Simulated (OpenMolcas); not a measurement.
# Single-point calculation of FeH₁₀O₆ (charge +2) (part 2 of 2)

Continued. System: FeH₁₀O₆, charge +2, multiplicity 5. Method: NEVPT2/ANO-RCC-VDZP, DKH2 (OpenMolcas 26.06). The geometry is that of the parent species in another charge or spin state. The geometry comes from this level: GFN2-xTB.

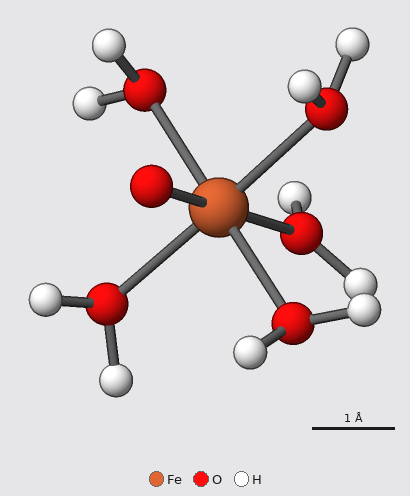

Fig. 1: The structure as given in the input (ball-and-stick view, seen at a tilt). Sticks mark near contacts.

What the program printed, continued
```
          iter iter root      energy       change     param      element    value   shift minimum  type update hh:mm:ss
 Nr of preliminary CI iterations:   1
      Total energies have been shifted. Add                -1000.00 au
        1   1   10    1  -726.09217357    0.00E+00   3.14E-02   15 163 1 -2.91E-02*  0.28   0.00    SX    NO    0:00:03
        2   1    9    1  -726.09511939   -2.95E-03*  2.77E-02   28  43 1 -1.85E-02*  0.23   0.00    SX    NO    0:00:01
        3   1   10    1  -726.09568298   -5.64E-04* -3.48E-02   13 165 1 -2.30E-02*  0.29   0.00    SX    NO    0:00:01
        4   1    9    1  -726.09612103   -4.38E-04*  3.66E-02   13 165 1  3.04E-02*  0.21   0.00    SX    NO    0:00:01
        5   1   12    1  -726.09556774    5.53E-04* -2.69E-02   13 165 1 -3.54E-02*  0.31   0.48    SX   YES    0:00:01
        6   1   13    1  -726.10110058   -5.53E-03*  2.28E-02   13 165 1  1.22E-02*  0.23   0.85    QN   YES    0:00:01
        7   1    9    1  -726.10360922   -2.51E-03*  2.29E-01*  34  41 1  1.37E-02*  0.24   2.50    QN   YES    0:00:01
        8   1   14    1  -726.12111529   -1.75E-02*  4.74E-02   13 165 1 -6.12E-02*  0.28   0.93    QN   YES    0:00:01
        9   1   11    1  -726.11952398    1.59E-03*  4.02E-02   13 165 1 -5.15E-02*  0.29   0.08    SX   YES    0:00:01
       10   1   10    1  -726.13356910   -1.40E-02* -1.03E-01*  39  41 1  2.20E-02*  0.20   1.14    QN   YES    0:00:01
       11   1   11    1  -726.14645245   -1.29E-02* -7.39E-02   34  43 1  2.18E-02*  0.21   1.36    QN   YES    0:00:01
       12   1   12    1  -726.15155898   -5.11E-03* -3.05E-02   34  43 1  1.94E-02*  0.21   0.95    QN   YES    0:00:01
       13   1   12    1  -726.15385441   -2.30E-03* -1.09E-02   34  43 1  1.21E-02*  0.21   1.42    QN   YES    0:00:01
       14   1   11    1  -726.15445754   -6.03E-04* -3.48E-03   34  43 1  3.08E-03*  0.20   1.19    QN   YES    0:00:01
       15   1   11    1  -726.15453030   -7.28E-05* -1.64E-03   14 168 1  1.11E-03*  0.20   1.29    QN   YES    0:00:01
       16   1   10    1  -726.15454529   -1.50E-05* -7.06E-04   14 168 1  4.84E-04*  0.20   1.21    QN   YES    0:00:01
       17   1    8    1  -726.15454899   -3.70E-06* -1.13E-03   33  41 1  2.81E-04*  0.20   1.54    QN   YES    0:00:01
       18   1   10    1  -726.15455218   -3.18E-06* -2.41E-03   14 168 1 -3.60E-04*  0.20   1.92    QN   YES    0:00:01
       19   1   10    1  -726.15455722   -5.04E-06* -4.92E-03   14 168 1 -6.52E-04*  0.20   2.03    QN   YES    0:00:01
       20   1   11    1  -726.15456557   -8.35E-06* -7.21E-03   14 168 1 -7.24E-04*  0.20   1.96    QN   YES    0:00:01
       21   1   11    1  -726.15457615   -1.06E-05*  8.50E-03   33  43 1 -5.26E-04*  0.20   2.03    QN   YES    0:00:01
       22   1   10    1  -726.15458766   -1.15E-05*  7.63E-03   32  43 1  5.13E-04*  0.20   1.94    QN   YES    0:00:01
       23   1   10    1  -726.15459795   -1.03E-05* -6.20E-03   33  40 1 -4.10E-04*  0.20   1.85    QN   YES    0:00:01
       24   1   10    1  -726.15460629   -8.33E-06* -5.15E-03   33  40 1 -3.82E-04*  0.20   1.79    QN   YES    0:00:01
       25   1   10    1  -726.15461311   -6.82E-06* -4.45E-03   33  43 1  4.99E-04*  0.20   1.79    QN   YES    0:00:01
       26   1   10    1  -726.15461877   -5.65E-06*  3.52E-03   33  43 1  6.06E-04*  0.20   1.68    QN   YES    0:00:01
       27   1   10    1  -726.15462270   -3.93E-06* -2.13E-03   33  43 1  5.02E-04*  0.20   1.62    QN   YES    0:00:01
       28   1    8    1  -726.15462502   -2.32E-06*  9.73E-04   33  43 1  2.81E-04*  0.20   1.56    QN   YES    0:00:01
       29   1    8    1  -726.15462625   -1.23E-06*  6.76E-04   38  43 1  1.56E-04*  0.20   1.65    QN   YES    0:00:01
       30   1    8    1  -726.15462698   -7.30E-07* -6.39E-04   32  43 1  1.72E-04*  0.20   1.66    QN   YES    0:00:02
       31   1    8    1  -726.15462750   -5.12E-07* -5.84E-04   32  43 1  1.32E-04*  0.20   1.65    QN   YES    0:00:01
       32   1    7    1  -726.15462782   -3.29E-07* -3.24E-04   34  43 1  7.79E-05   0.20   1.55    QN   YES    0:00:01
       33   1    7    1  -726.15462796   -1.36E-07* -9.45E-05   33  43 1 -4.66E-05   0.20   1.36    QN   YES    0:00:01
       34   1    6    1  -726.15462799   -3.41E-08*  2.88E-05   38  43 1 -3.50E-05   0.20   1.29    QN   YES    0:00:01
       35   1    6    1  -726.15462800   -9.19E-09   3.27E-05   32  43 1 -2.62E-05   0.20   1.43    QN   YES    0:00:01
      Convergence after 35 iterations
       36   1    6    1  -726.15462801   -5.66E-09   3.27E-05   32  43 1 -1.74E-05   0.20   1.43    QN   YES    0:00:01

      ************************************************************************************************************************
                                                      Wave function printout:
                       occupation of active orbitals, and spin coupling of open shells (u,d: Spin up or down)
      ************************************************************************************************************************

      Note: transformation to natural orbitals
      has been made, which may change the order of the CSFs.

      printout of CI-coefficients larger than  0.05 for root  1
      energy=   -1726.154628
      conf/sym  11111     Coeff  Weight
             2  uuu0u   1.00000 1.00000

      Natural orbitals and occupation numbers for root  1
      sym 1:   1.000000   1.000000   1.000000   0.000000   1.000000

      ************************************************************************************************************************
      *                                                    Final results                                                     *
      ************************************************************************************************************************

++    Final optimization conditions:
      ------------------------------

      Average CI energy                           -1726.15462801
      RASSCF energy for state  1                  -1726.15462801
      Super-CI energy                                -0.00000000
      RASSCF energy change                           -0.00000001
      Max change in MO coefficients              -7.338E-05
      Max non-diagonal density matrix element     3.272E-05
      Maximum BLB matrix element                 -1.739E-05
      (orbital pair  32,  43 in symmetry   1)
      Norm of electronic gradient            6.326E-05
--

      Final state energy(ies):
      ------------------------

::    RASSCF root number  1 Total energy:  -1726.15462801
      Von Neumann Entropy (Root   1) =  2.00000

      Mulliken population analysis for root number:  1
      -----------------------------------------------

++    Molecular charges:
      ------------------

      Mulliken charges per centre
      ---------------------------

                FE1     O2      O3      O6      O9      O12     O15     H4      H5      H7      H8      H10
      Total   24.1810  8.4268  8.2256  8.2520  8.2557  8.2497  8.2477  0.8353  0.8380  0.8306  0.7934  0.7915

      N-E      1.8190 -0.4268 -0.2256 -0.2520 -0.2557 -0.2497 -0.2477  0.1647  0.1620  0.1694  0.2066  0.2085

                H11     H13     H14     H16     H17
      Total    0.8282  0.8110  0.8103  0.8064  0.8167

      N-E      0.1718  0.1890  0.1897  0.1936  0.1833

      Total electronic charge=   82.000000

      Total            charge=    2.000000
--

      Expectation values of various properties for root number:  1
      -----------------------------------------------------------

++    Molecular properties:
      ---------------------

      Charge (e):
                      =    2.0000
      Dipole Moment (debye):
      Origin of the operator (angstrom)=    0.0098   -0.0014    0.1114
                   X= -1.3781E-01               Y=  5.4911E-02               Z= -2.4627E+00           Total=  2.4671E+00
      Center of Charge (angstrom)
                     X=   -0.01190266               Y=    0.00535864               Z=   -0.22851723
      Quadrupole Moment (debye*angstrom):
      Origin of the operator (angstrom)=    0.0098   -0.0014    0.1114
                  XX= -2.2324E+01              XY=  2.2799E-01              XZ= -6.8630E-01              YY= -2.1072E+01
                  YZ=  4.5934E-01              ZZ= -3.0240E+01
      In traceless form (debye*angstrom)
                  XX=  3.3318E+00              XY=  3.4198E-01              XZ= -1.0294E+00              YY=  5.2099E+00
                  YZ=  6.8901E-01              ZZ= -8.5417E+00
--

      Mulliken spin population analysis for root number:  1
      ---------------------------------------------------

++    Molecular charges:
      ------------------

      Mulliken spin population per centre
      ---------------------------

                FE1     O2      O3      O6      O9      O12     O15     H4      H5      H7      H8      H10
      Total    2.8798  1.0274  0.0066  0.0261  0.0262  0.0201  0.0205  0.0002  0.0002  0.0015 -0.0013 -0.0013

                H11     H13     H14     H16     H17
      Total    0.0015 -0.0046  0.0010 -0.0052  0.0012

      Total electronic spin=    4.000000
--

      LoProp population analysis for root number:  1
      -----------------------------------------------

++    LoProp analysis:
      ----------------

++    Static properties:
      ------------------

      LoProp Charges per center

                   FE1      O2       O3       O6       O9       O12      O15      H4       H5       H7
      Nuclear     26.0000   8.0000   8.0000   8.0000   8.0000   8.0000   8.0000   1.0000   1.0000   1.0000
      Electronic -24.1003  -8.5149  -8.6845  -8.6914  -8.6919  -8.6768  -8.6765  -0.5904  -0.5911  -0.5972

      Total        1.8997  -0.5149  -0.6845  -0.6914  -0.6919  -0.6768  -0.6765   0.4096   0.4089   0.4028

                   H8       H10      H11      H13      H14      H16      H17
      Nuclear      1.0000   1.0000   1.0000   1.0000   1.0000   1.0000   1.0000
      Electronic  -0.5979  -0.5982  -0.5966  -0.6000  -0.5955  -0.6011  -0.5957

      Total        0.4021   0.4018   0.4034   0.4000   0.4045   0.3989   0.4043
--

      Natural Bond Order analysis for root number:  1

++    Natural Bond Order analysis
      ---------------------------
      Based on LoProp computed density
      -------------------------------------------------------------------------------------
      Atom A       Atom B       Bond Order
      -------------------------------------------------------------------------------------
      NBO located      0.955 non-bonded electrons on atom FE1
      NBO located      0.986 non-bonded electrons on atom FE1
      NBO located      0.995 non-bonded electrons on atom FE1
      NBO located      0.996 non-bonded electrons on atom FE1
      NBO located      0.998 non-bonded electrons on atom FE1
      NBO located      1.000 non-bonded electrons on atom FE1
      NBO located      1.000 non-bonded electrons on atom FE1
      NBO located      1.000 non-bonded electrons on atom FE1
      NBO located      1.000 non-bonded electrons on atom FE1
      NBO located      1.000 non-bonded electrons on atom FE1
      NBO located      0.999 non-bonded electrons on atom O2
      NBO located      0.940 non-bonded electrons on atom O2
      NBO located      0.998 non-bonded electrons on atom O3
      NBO located      0.991 non-bonded electrons on atom O3
      NBO located      0.998 non-bonded electrons on atom O6
      NBO located      0.998 non-bonded electrons on atom O9
      NBO located      0.998 non-bonded electrons on atom O12
      NBO located      0.998 non-bonded electrons on atom O15
      The remaining   26.698 electrons are to be considered as diffuse
--

--

      Average orbitals are written to the RASORB file
      Natural orbitals for root   1 are written to the RASORB.1 file
      Spin density orbitals for root   1 are written to the SPDORB.1 file

--- Stop Module: rasscf /rc=_RC_ALL_IS_WELL_ ---
--- Module rasscf spent 1 minute 11 seconds ---

--- Start Module: caspt2 ---

                                              &CASPT2

                       available to each process: 1.9 GB of memory, 1 thread

++    Wave function specifications:
      -----------------------------

      Number of closed shell electrons          54
      Number of electrons in active shells       4
      Max number of holes in RAS1 space          0
      Max number of electrons in RAS3 space      0
      Number of inactive orbitals               27
      Number of active orbitals                  5
      Number of secondary orbitals             124
      Spin quantum number                      2.0
      State symmetry                             1
      Number of CSFs                             5
      Number of CASSCF root(s) available         1
      NEVPT2 state passed to geometry opt.       1
      A file JOBMIX will be created
      This is a CASSCF or RASSCF reference function
--

++    Orbital specifications:
      -----------------------

      Symmetry species                           1
                                                 a
      Frozen orbitals                           12
      Inactive orbitals                         27
      Active orbitals                            5
      Secondary orbitals                       124
      Deleted orbitals                           0
      Number of basis functions                168
--

++    NEVPT2 specifications:
      ----------------------

      Type of calculation                        SS-NEVPT2
      Internal contraction for energies          partially and strongly contracted
                                                 (PC-NEVPT2 and SC-NEVPT2)
      Denominator threshold for SC-NEVPT2        1.00E-09
      Fock operator                              state-specific
      0th-order Hamiltonian                      DYALL
      IPEA shift                                 0.00
      Real shift                                 0.00
      Imaginary shift                            0.00
      The input orbitals will be transformed to quasi-canonical
--

--------------------------------------------------------------------------------
 Estimated memory requirements:
  POLY3 :                   250530
  RHS:                     6206344
  SIGMA :                  6109000
  PRPCTL:                        0
 Available workspace:    232466309

++ NEVPT2 computation for group   1

********************************************************************************
 Multi-State initialization phase begins for group   1
--------------------------------------------------------------------------------
********************************************************************************
 Compute H0 matrices for state    1
--------------------------------------------------------------------------------
--------------------------------------------------------------------------------
 H0 matrices have been computed.

********************************************************************************
  NEVPT2 EQUATION SOLUTION
--------------------------------------------------------------------------------

  Total nr of NEVPT2 parameters:
   Before reduction:     8521931
   After  reduction:     7855585

 Variance of |WF0>:       8.3095765611
-----------------------------------------------------------------------------------------------------------------------------

  FINAL PC-NEVPT2 RESULT:

      Reference energy:       -1726.1546280098
      E2 (Non-variational):      -1.6421626192
      E2 (Variational):          -1.6421626192
      Total energy:           -1727.7967906290
      Residual norm:              0.0000000000
      Reference weight:           0.71212

      Contributions to the PC-NEVPT2 correlation energy
      Active & Virtual Only:         -0.0186094907
      One Inactive Excited:          -0.2376484845
      Two Inactive Excited:          -1.3859046440

  FINAL SC-NEVPT2 RESULT:

      Reference energy:       -1726.1546280098
      E2 (Non-variational):      -1.6418531647
      E2 (Variational):          -1.6418531647
      Total energy:           -1727.7964811744
      Residual norm:              0.0000000000
      Reference weight:           0.71238

      Contributions to the SC-NEVPT2 correlation energy
      Active & Virtual only:         -0.0186002946
      One Inactive Excited:          -0.2374225700
      Two Inactive Excited:          -1.3858303001

   (Skip denominator check etc. with SC-NEVPT2 wavefunction)

   (Skipping property calculation,
    use PROP keyword to activate)
--

  Total SC-NEVPT2 energies:
::    SC-NEVPT2 Root  1     Total energy:  -1727.79648117

  A NEW JOBIPH FILE NAMED 'JOBMIX' IS PREPARED.
********************************************************************************
--- Stop Module: caspt2 /rc=_RC_ALL_IS_WELL_ ---
--- Module caspt2 spent 7 seconds ---

.##################.
.# Happy landing! #.
.##################.

    Timing: Wall=96.12 User=93.02 System=3.05
```

The run was set up as follows.

Input file
```
* FeH10O6 NEVPT2
&GATEWAY
BasisSet
Fe.ANO-RCC-VDZP....
Fe1 0.015580 -0.000620 0.150160 angstrom
End of Basis
BasisSet
O.ANO-RCC-VDZP....
O2 0.171450 -0.050690 1.670630 angstrom
O3 -0.176230 0.058050 -1.720710 angstrom
O6 1.914850 -0.177860 -0.006250 angstrom
O9 -1.876340 0.163760 0.394880 angstrom
O12 0.145310 1.900620 0.190780 angstrom
O15 -0.130520 -1.907060 0.123980 angstrom
End of Basis
BasisSet
H.ANO-RCC-VDZP....
H4 -0.247410 0.848650 -2.271280 angstrom
H5 -0.235420 -0.689360 -2.329240 angstrom
H7 2.507050 0.446550 -0.447290 angstrom
H8 2.286920 -0.336830 0.876850 angstrom
H10 -2.052270 0.231820 1.348030 angstrom
H11 -2.544360 -0.434960 0.032820 angstrom
H13 0.610960 2.206860 0.985690 angstrom
H14 -0.667170 2.428740 0.165580 angstrom
H16 -0.321470 -2.224900 1.022130 angstrom
H17 0.599060 -2.462790 -0.186750 angstrom
End of Basis
RICD
&SEWARD
Relativistic = R02E00
&RASSCF
FileOrb = $CurrDir/step2.RasOrb
Spin = 5
Nactel = 4 0 0
Inactive = 39
Ras2 = 5
OrbListing = Nothing
&CASPT2
SC-NEVPT2
```

Launch command:
```bash
export MOLCAS_MEM=1860
pymolcas step10.input > step10.log
```

Key numbers

| quantity | value |
| --- | --- |
| outcome | converged |
| total energy | −1727.796481 hartree |
| basis functions | 168 |
| hardware | 1 thread of Arm Neoverse V1, 24 GiB of memory available, shared host |
| wall time | 97 s |
| peak memory | 0.3 GiB |
